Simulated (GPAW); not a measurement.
C2H3P: property calculation

System: C2H3P (1-phosphapropyne), SMILES CC#P.
Method: RPBE/dzp, scalar-relativistic datasets (GPAW 26.7.0).

Some settings of this run were made unusual or wrong on purpose. The geometry comes from this level: GFN2-xTB.

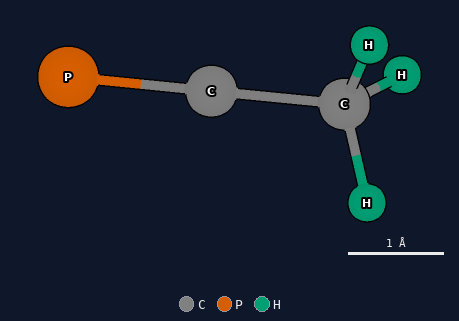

*The structure as given in the input (ball-and-stick view, seen at a tilt).*

Bond lengths as drawn: C–C 1.44 Å, C–H 1.09 Å and C–P 1.55 Å.

The input (calc.py):
```python
import numpy as np
from ase import Atoms
from ase.units import Debye
from gpaw import GPAW

# Atomic positions
atoms = Atoms("CCPHHH",
    positions=[[ -0.307070,   0.378420,  -0.252970],
               [  0.501330,  -0.611540,   0.412090],
               [  1.366720,  -1.683000,   1.126570],
               [ -1.115860,  -0.102770,  -0.806950],
               [  0.299170,   0.955060,  -0.954190],
               [ -0.744280,   1.063820,   0.475440]])
atoms.center(vacuum=4.5)

# Ground state
calc = GPAW(mode="lcao", h=0.4, xc="RPBE", basis="dzp", maxiter=89, txt="-")
atoms.calc = calc

energy = atoms.get_potential_energy()
print(f"Energy: {energy:.5f} eV")
forces = atoms.get_forces()
print("Forces (eV/Ang)")
for symbol, f in zip(atoms.symbols, forces):
    print(f'{symbol:2} {f[0]:9.4f} {f[1]:9.4f} {f[2]:9.4f}')
dipole = atoms.get_dipole_moment() / Debye
print(f"Dipole = {np.linalg.norm(dipole):.3f} D")
homo, lumo = calc.get_homo_lumo()
print(f"HOMO = {homo:.3f} eV")
print(f"LUMO: {lumo:.3f} eV")
print(f"Gap: {lumo - homo:.3f} eV")
```

Run as:
```bash
python calc.py
```

What the program printed:
```
__  _  _
 | _ |_)|_||  |
 |__||  | ||/\| - 26.7.0

units:  Angstrom and eV
cores:  1
OpenMP: False

Versions:
  Python: 3.12.14
  ASE:    3.29.0
  Numpy:  2.5.5
  Scipy:  1.18.1
  Libxc:  7.0.0

        _gpaw.cpython-312-aarch64-linux-gnu.so

Input parameters:
  mode=LCAO(),
  basis={'default': 'dzp'},
  h=0.4,
  maxiter=89,
  xc=XC(name='RPBE')
        .---------------------------.
       /|                           |
      / |                           |
     /  |                           |
    /   |                           |
   /    |                           |
  /     |                           |
 *      |                           |
 |      |                           |
 |      |        H                  |
 |      |          C P              |
 |      |         C H               |
 |      |       H                   |
 |      |                           |
 |      .---------------------------.
 |     /                           /
 |    /                           /
 |   /                           /
 |  /                           /
 | /                           /
 |/                           /
 *---------------------------*

Atoms  # Å, Bohr magnetons
|   | symbol |        x |        y |        z |    initial magnetic moments |
|---|--------|----------|----------|----------|-----------------------------|
| 0 |      C | 5.308790 | 6.561420 | 5.201220 | ( 0.0000,  0.0000,  0.0000) |
| 1 |      C | 6.117190 | 5.571460 | 5.866280 | ( 0.0000,  0.0000,  0.0000) |
| 2 |      P | 6.982580 | 4.500000 | 6.580760 | ( 0.0000,  0.0000,  0.0000) |
| 3 |      H | 4.500000 | 6.080230 | 4.647240 | ( 0.0000,  0.0000,  0.0000) |
| 4 |      H | 5.915030 | 7.138060 | 4.500000 | ( 0.0000,  0.0000,  0.0000) |
| 5 |      H | 4.871580 | 7.246820 | 5.929630 | ( 0.0000,  0.0000,  0.0000) |

Unit cell  # Å
| periodic |         x |         y |         z |   lengths |    angles |
|----------|-----------|-----------|-----------|-----------|-----------|
|       no | 11.482580 |  0.000000 |  0.000000 | 11.482580 | 90.000000 |
|       no |  0.000000 | 11.746820 |  0.000000 | 11.746820 | 90.000000 |
|       no |  0.000000 |  0.000000 | 11.080760 | 11.080760 | 90.000000 |

Number of symmetries: 1
Symmetry operations  # r_c * U_cc + t_c -> r_c
|   | kind |            matrix            |
|---|------|------------------------------|
| 0 |  E   |  1, 0, 0,  0, 1, 0,  0, 0, 1 |

BZ-sampling:
  Number of BZ points: 1
  Number of IBZ points: 1

  Monkhorst-Pack size: [1, 1, 1]
  Monkhorst-Pack shift: [0, 0, 0]

K-points  # in reciprocal-cell coordinates
|   |                                coordinates |     weight |
|---|--------------------------------------------|------------|
| 0 | (  0.00000000,   0.00000000,   0.00000000) | 1.00000000 |

basis functions: 54
Spin-components: 1 (collinear spins)
Bands:           14
Projectors:      24
Spin-degeneracy: 2
Datatype:        <class 'float'>

  Storage: CPU
  Wave functions: 6_048 bytes (6_048 per core)

Parallelization:
  kpt:    1
  domain: 1
  band:   1

Density:
  Valence electrons: 16.0
  Components: 1
  Grid points: [28 28 28]
  Charge: 0.0  # |e|

Potential:
  Grid points: [28 28 28]

species:
  C:
    name:    Carbon
    Z:       6.0
    valence: 4
    core:    2
    charge:  0.0  # [|e|]
    file:    C.RPBE.gz
    compensation charges:
      type: gauss
      rc: 0.20  # [Å]
      lmax: 2
    cutoffs:
      filter: 1.14  # [Å]
      core: 1.14  # [Å]
    projectors
    | kind |    occ | energy [eV] | rcut [Å] |
    |------|--------|-------------|----------|
    |   2s |  2.000 |     -13.815 |    0.635 |
    |   2p |  2.000 |      -5.254 |    0.635 |
    |    s |        |      13.396 |    0.635 |
    |    p |        |      21.957 |    0.635 |
    |    d |        |       0.000 |    0.635 |

    LCAO basis set for C:
      Name: dzp
      File: C.dzp.basis.gz
      Number of radial functions: 5
      Number of spherical harmonics: 13
        l=0, rc=5.5469 Bohr: 2s-sz confined orbital
        l=1, rc=6.6719 Bohr: 2p-sz confined orbital
        l=0, rc=3.0312 Bohr: 2s-dz split-valence wave
        l=1, rc=3.7500 Bohr: 2p-dz split-valence wave
        l=2, rc=6.6719 Bohr: d-type Gaussian polarization
      Number of RI-basis functions 0

  P:
    name:    Phosphorus
    Z:       15.0
    valence: 5
    core:    10
    charge:  0.0  # [|e|]
    file:    P.RPBE.gz
    compensation charges:
      type: gauss
      rc: 0.30  # [Å]
      lmax: 2
    cutoffs:
      filter: 1.69  # [Å]
      core: 1.81  # [Å]
    projectors
    | kind |    occ | energy [eV] | rcut [Å] |
    |------|--------|-------------|----------|
    |   3s |  2.000 |     -13.955 |    0.953 |
    |   3p |  3.000 |      -5.495 |    0.953 |
    |    s |        |      13.257 |    0.953 |
    |    p |        |      21.717 |    0.953 |
    |    d |        |       0.000 |    0.953 |

    LCAO basis set for P:
      Name: dzp
      File: P.dzp.basis.gz
      Number of radial functions: 5
      Number of spherical harmonics: 13
        l=0, rc=6.0938 Bohr: 3s-sz confined orbital
        l=1, rc=7.7031 Bohr: 3p-sz confined orbital
        l=0, rc=3.4375 Bohr: 3s-dz split-valence wave
        l=1, rc=4.4688 Bohr: 3p-dz split-valence wave
        l=2, rc=7.7031 Bohr: d-type Gaussian polarization
      Number of RI-basis functions 0

  H:
    name:    Hydrogen
    Z:       1.0
    valence: 1
    core:    0
    charge:  0.0  # [|e|]
    file:    H.RPBE.gz
    compensation charges:
      type: gauss
      rc: 0.15  # [Å]
      lmax: 2
    cutoffs:
      filter: 0.85  # [Å]
      core: 0.53  # [Å]
    projectors
    | kind |    occ | energy [eV] | rcut [Å] |
    |------|--------|-------------|----------|
    |   1s |  1.000 |      -6.572 |    0.476 |
    |    s |        |      20.639 |    0.476 |
    |    p |        |       0.000 |    0.476 |

    LCAO basis set for H:
      Name: dzp
      File: H.dzp.basis.gz
      Number of radial functions: 3
      Number of spherical harmonics: 5
        l=0, rc=6.4219 Bohr: 1s-sz confined orbital
        l=0, rc=3.6094 Bohr: 1s-dz split-valence wave
        l=1, rc=6.4219 Bohr: p-type Gaussian polarization
      Number of RI-basis functions 0

Reference energy: -11403.208924  # eV

eigensolver:
  <gpaw.new.lcao.eigensolver.LCAOEigensolver object at 0xee66b384daf0>
density mixing:
  MSR1-Mixer
  Pratt-step length: 0.05
  Maximum mixing coefficient: 0.75
  Old densities: 10
  SVD Regularization: 0.005
  Good broyden scale: 1.0
  Trust region scale: 1.0
  Backstep threshold: 4.0
  History deletion threshold: 6.0
  Fourier metric: weight=20.0, sigma=0.015

occupation numbers:
  # Zero width

FastPoissonSolver using
    Stencil: 6*3+1=19 point O(h^6) finite-difference Laplacian
    FFT axes: []
    FST axes: [np.int64(0), np.int64(1), np.int64(2)]

xc functional:
  name: RPBE with 2 nearest neighbor stencil
interpolation: tri-quintic # 5. degree polynomial

        .---------------------------.
       /|                           |
      / |                           |
     /  |                           |
    /   |                           |
   /    |                           |
  /     |                           |
 *      |                           |
 |      |                           |
 |      |        H                  |
 |      |          C P              |
 |      |         C H               |
 |      |       H                   |
 |      |                           |
 |      .---------------------------.
 |     /                           /
 |    /                           /
 |   /                           /
 |  /                           /
 | /                           /
 |/                           /
 *---------------------------*

Atoms  # Å, Bohr magnetons
|   | symbol |        x |        y |        z |    initial magnetic moments |
|---|--------|----------|----------|----------|-----------------------------|
| 0 |      C | 5.308790 | 6.561420 | 5.201220 | ( 0.0000,  0.0000,  0.0000) |
| 1 |      C | 6.117190 | 5.571460 | 5.866280 | ( 0.0000,  0.0000,  0.0000) |
| 2 |      P | 6.982580 | 4.500000 | 6.580760 | ( 0.0000,  0.0000,  0.0000) |
| 3 |      H | 4.500000 | 6.080230 | 4.647240 | ( 0.0000,  0.0000,  0.0000) |
| 4 |      H | 5.915030 | 7.138060 | 4.500000 | ( 0.0000,  0.0000,  0.0000) |
| 5 |      H | 4.871580 | 7.246820 | 5.929630 | ( 0.0000,  0.0000,  0.0000) |

Unit cell  # Å
| periodic |         x |         y |         z |   lengths |    angles |
|----------|-----------|-----------|-----------|-----------|-----------|
|       no | 11.482580 |  0.000000 |  0.000000 | 11.482580 | 90.000000 |
|       no |  0.000000 | 11.746820 |  0.000000 | 11.746820 | 90.000000 |
|       no |  0.000000 |  0.000000 | 11.080760 | 11.080760 | 90.000000 |

Number of symmetries: 1
Symmetry operations  # r_c * U_cc + t_c -> r_c
|   | kind |            matrix            |
|---|------|------------------------------|
| 0 |  E   |  1, 0, 0,  0, 1, 0,  0, 0, 1 |

BZ-sampling:
  Number of BZ points: 1
  Number of IBZ points: 1

  Monkhorst-Pack size: [1, 1, 1]
  Monkhorst-Pack shift: [0, 0, 0]

K-points  # in reciprocal-cell coordinates
|   |                                coordinates |     weight |
|---|--------------------------------------------|------------|
| 0 | (  0.00000000,   0.00000000,   0.00000000) | 1.00000000 |

basis functions: 54
Spin-components: 1 (collinear spins)
Bands:           14
Projectors:      24
Spin-degeneracy: 2
Datatype:        <class 'float'>

  Storage: CPU
  Wave functions: 6_048 bytes (6_048 per core)

Parallelization:
  kpt:    1
  domain: 1
  band:   1

Density:
  Valence electrons: 16.0
  Components: 1
  Grid points: [28 28 28]
  Charge: 0.0  # |e|

Potential:
  Grid points: [28 28 28]

species:
  C:
    name:    Carbon
    Z:       6.0
    valence: 4
    core:    2
    charge:  0.0  # [|e|]
    file:    C.RPBE.gz
    compensation charges:
      type: gauss
      rc: 0.20  # [Å]
      lmax: 2
    cutoffs:
      filter: 1.14  # [Å]
      core: 1.14  # [Å]
    projectors
    | kind |    occ | energy [eV] | rcut [Å] |
    |------|--------|-------------|----------|
    |   2s |  2.000 |     -13.815 |    0.635 |
    |   2p |  2.000 |      -5.254 |    0.635 |
    |    s |        |      13.396 |    0.635 |
    |    p |        |      21.957 |    0.635 |
    |    d |        |       0.000 |    0.635 |

    LCAO basis set for C:
      Name: dzp
      File: C.dzp.basis.gz
      Number of radial functions: 5
      Number of spherical harmonics: 13
        l=0, rc=5.5469 Bohr: 2s-sz confined orbital
        l=1, rc=6.6719 Bohr: 2p-sz confined orbital
        l=0, rc=3.0312 Bohr: 2s-dz split-valence wave
        l=1, rc=3.7500 Bohr: 2p-dz split-valence wave
        l=2, rc=6.6719 Bohr: d-type Gaussian polarization
      Number of RI-basis functions 0

  P:
    name:    Phosphorus
    Z:       15.0
    valence: 5
    core:    10
    charge:  0.0  # [|e|]
    file:    P.RPBE.gz
    compensation charges:
      type: gauss
      rc: 0.30  # [Å]
      lmax: 2
    cutoffs:
      filter: 1.69  # [Å]
      core: 1.81  # [Å]
    projectors
    | kind |    occ | energy [eV] | rcut [Å] |
    |------|--------|-------------|----------|
    |   3s |  2.000 |     -13.955 |    0.953 |
    |   3p |  3.000 |      -5.495 |    0.953 |
    |    s |        |      13.257 |    0.953 |
    |    p |        |      21.717 |    0.953 |
    |    d |        |       0.000 |    0.953 |

    LCAO basis set for P:
      Name: dzp
      File: P.dzp.basis.gz
      Number of radial functions: 5
      Number of spherical harmonics: 13
        l=0, rc=6.0938 Bohr: 3s-sz confined orbital
        l=1, rc=7.7031 Bohr: 3p-sz confined orbital
        l=0, rc=3.4375 Bohr: 3s-dz split-valence wave
        l=1, rc=4.4688 Bohr: 3p-dz split-valence wave
        l=2, rc=7.7031 Bohr: d-type Gaussian polarization
      Number of RI-basis functions 0

  H:
    name:    Hydrogen
    Z:       1.0
    valence: 1
    core:    0
    charge:  0.0  # [|e|]
    file:    H.RPBE.gz
    compensation charges:
      type: gauss
      rc: 0.15  # [Å]
      lmax: 2
    cutoffs:
      filter: 0.85  # [Å]
      core: 0.53  # [Å]
    projectors
    | kind |    occ | energy [eV] | rcut [Å] |
    |------|--------|-------------|----------|
    |   1s |  1.000 |      -6.572 |    0.476 |
    |    s |        |      20.639 |    0.476 |
    |    p |        |       0.000 |    0.476 |

    LCAO basis set for H:
      Name: dzp
      File: H.dzp.basis.gz
      Number of radial functions: 3
      Number of spherical harmonics: 5
        l=0, rc=6.4219 Bohr: 1s-sz confined orbital
        l=0, rc=3.6094 Bohr: 1s-dz split-valence wave
        l=1, rc=6.4219 Bohr: p-type Gaussian polarization
      Number of RI-basis functions 0

Reference energy: -11403.208924  # eV

eigensolver:
  <gpaw.new.lcao.eigensolver.LCAOEigensolver object at 0xee66b0f9aba0>
density mixing:
  MSR1-Mixer
  Pratt-step length: 0.05
  Maximum mixing coefficient: 0.75
  Old densities: 10
  SVD Regularization: 0.005
  Good broyden scale: 1.0
  Trust region scale: 1.0
  Backstep threshold: 4.0
  History deletion threshold: 6.0
  Fourier metric: weight=20.0, sigma=0.015

occupation numbers:
  # Zero width

FastPoissonSolver using
    Stencil: 6*3+1=19 point O(h^6) finite-difference Laplacian
    FFT axes: []
    FST axes: [np.int64(0), np.int64(1), np.int64(2)]

xc functional:
  name: RPBE with 2 nearest neighbor stencil
interpolation: tri-quintic # 5. degree polynomial

Initialization done in: 1.033 s

convergence criteria:
- Maximum [total energy] change in last 3 cyles: 0.0005 eV / valence electron
- Maximum integral of absolute [dens]ity change: 0.0001 electrons / valence electron
- Maximum integral of absolute [eigenst]ate change: 4e-08 eV^2 / valence electron
maximum number of iterations: 89

SCF iterations
|iter     |     time |      energy | eigst |  dens |
|---------|----------|-------------|-------|-------|
|iter:   1| 00:00:01 |  -21.064426 |      c|       |
|iter:   2| 00:00:01 |  -20.642672 |      c| -0.72 |
|iter:   3| 00:00:01 |  -19.525842 |      c| -0.77 |
|iter:   4| 00:00:01 |  -19.424412 |      c| -1.18 |
|iter:   5| 00:00:01 |  -19.423519 |      c| -1.72 |
|iter:   6| 00:00:01 |  -19.420947c|      c| -2.04 |
|iter:   7| 00:00:01 |  -19.420898c|      c| -2.75 |
|iter:   8| 00:00:01 |  -19.420899c|      c| -3.32 |
|iter:   9| 00:00:02 |  -19.420899c|      c| -4.16c|

Converged in 9 steps
SCF loop duration: 0.911 s (0.101 s/step)
Energy contributions relative to reference atoms: (reference = -11403.208924)

Energy contributions:
  Kinetic:          31.493819
  Coulomb:         -25.613934
  Zero:              2.342196
  External:          0.000000
  Xc:              -27.642980
  Entropy:           0.000000
  Spinorbit:         0.000000
  ----------------------------
  Free energy:     -19.420899
  Extrapolated:    -19.420899

dipole moment: (-0.209323, 0.262652, -0.160300)  # |e|*Ang

Fermi level: -3.732
Eigenvalues  # (at kpt = [0.000, 0.000, 0.000])
| band index |      eig [eV] | occ [0-2] |
|------------|---------------|-----------|
|          0 |       -19.529 |     2.000 |
|          1 |       -16.403 |     2.000 |
|          2 |       -12.036 |     2.000 |
|          3 |       -10.890 |     2.000 |
|          4 |       -10.651 |     2.000 |
|          5 |        -8.099 |     2.000 |
|          6 |        -6.141 |     2.000 |
|          7 |        -5.960 |     2.000 |
|          8 |        -1.504 |     0.000 |
|          9 |        -1.219 |     0.000 |
|         10 |         1.890 |     0.000 |
|         11 |         3.036 |     0.000 |
|         12 |         3.536 |     0.000 |
|         13 |         3.801 |     0.000 |

Gap: 4.457 eV
Transition (v -> c):
  (s=0, k=0, n=7, [0.00, 0.00, 0.00]) -> (s=0, k=0, n=8, [0.00, 0.00, 0.00])
No difference between direct/indirect transitions
vacuum-level: 0.000  # V
Energy: -19.42090 eV

Forces  # eV/Ang
|         x |         y |         z |
|-----------|-----------|-----------|
| -30.06154 |  49.08340 |  33.88817 |  # C    0
| -41.18557 | -11.35638 | -28.99514 |  # C    1
|   0.78182 |  -0.99469 |   0.71108 |  # P    2
| -14.01912 |  -3.89906 |   3.95880 |  # H    3
| -36.15394 |   8.76862 | -40.23299 |  # H    4
| -40.47902 | -15.78725 |  -5.66814 |  # H    5

Force computation time: 0.032  # s
Forces (eV/Ang)
C   -30.0615   49.0834   33.8882
C   -41.1856  -11.3564  -28.9951
P     0.7818   -0.9947    0.7111
H   -14.0191   -3.8991    3.9588
H   -36.1539    8.7686  -40.2330
H   -40.4790  -15.7872   -5.6681
Dipole = 1.788 D
HOMO = -5.960 eV
LUMO: -1.504 eV
Gap: 4.457 eV
```

Outcome:

```csv
quantity,value
outcome,converged
energy relative to the program's reference atoms,−19.4209 eV
basis functions,54
largest force,66.793 eV/Å
HOMO,−5.96 eV
LUMO,−1.50 eV
dipole moment,1.79 D
hardware,"1 thread of Arm Neoverse V1, 24 GiB of memory available, shared host"
wall time,2.7 s
peak memory,0.16 GiB
```

Diagnosis:

Some settings of this run were drawn to be unusual or wrong (h set to 0.4 (from 0.2)). It converged; results that depend on the unusual settings are not reference values. On so coarse a grid the energy depends on the position of the molecule, which gives spurious forces.
